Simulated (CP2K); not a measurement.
Consider isocyanoketene at its PBE geometry (Å).

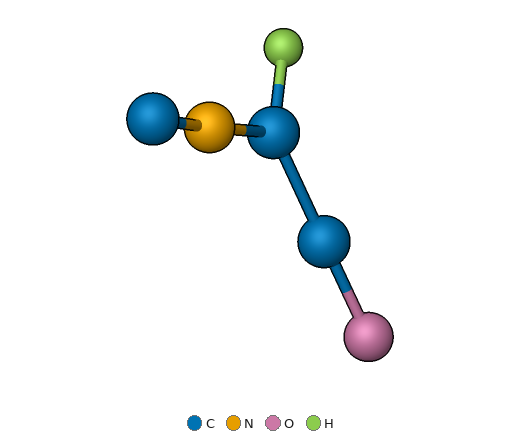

The molecule (carbon blue, nitrogen orange, oxygen pink, hydrogen green).

```xyz
6

C    -2.1347   -1.0025   -0.1011
N    -1.1454   -0.3502   -0.0155
C    -0.0308    0.4470    0.0851
C     1.1862   -0.0775   -0.0633
O     2.2574   -0.5286   -0.1925
H    -0.1327    1.5118    0.2874
```

Method: CP2K XAS_TDP, all-electron GAPW, PBEh(45%), aug-cc-pVDZ, TDA, GW2X-corrected core level, no relativity.

Q: Where do the N K-edge lines lie, and how strong are they?

Leading lines: N2 402.30 eV. The leading line of an atom is its first one with 35 % of the strongest within 2.5 eV of its lowest line over the strength cut. Core ionisation energies at this level: N2 407.32 eV.

The first six lines of each atom with a strength over 0.0015:

```
              atom  energy (eV)  states  strength, one atom  above the computed threshold
N2 (bonded to 2 C)       402.30       1              0.0303                              
                         402.40       1              0.0360                              
                         402.84       1              0.0153                              
                         405.76       1              0.0108                              
                         407.36       1              0.0048                           yes
                         409.14       1              0.0019                           yes
```

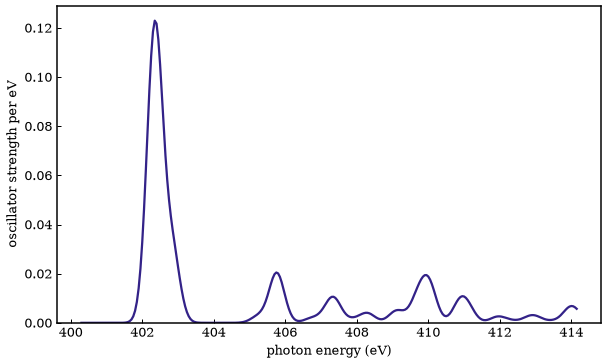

All atoms added, broadened by 0.5 eV.

Lines are vertical, at one geometry, with no vibrational structure. GW2X ionisation energies and lines can be off by 1 to 2 eV either way, and a good line position may hide errors that cancel. These values hold no scalar relativity, about 0.2 eV for N 1s. Rydberg lines, and the discretised continuum above threshold, depend on the basis and the box.

[Banner, clock and machine lines of the logs are left out without a mark of their own.]

[Logs are printed without paths, hosts, clocks, repeated set-up lines and the standing remarks that a program may print on its own settings, such as how far it seeks lower states.]

[Hosts, paths, dates, database ids (printed as entryN), source tags and the programs' standing remarks are cut or masked in the printed files.]
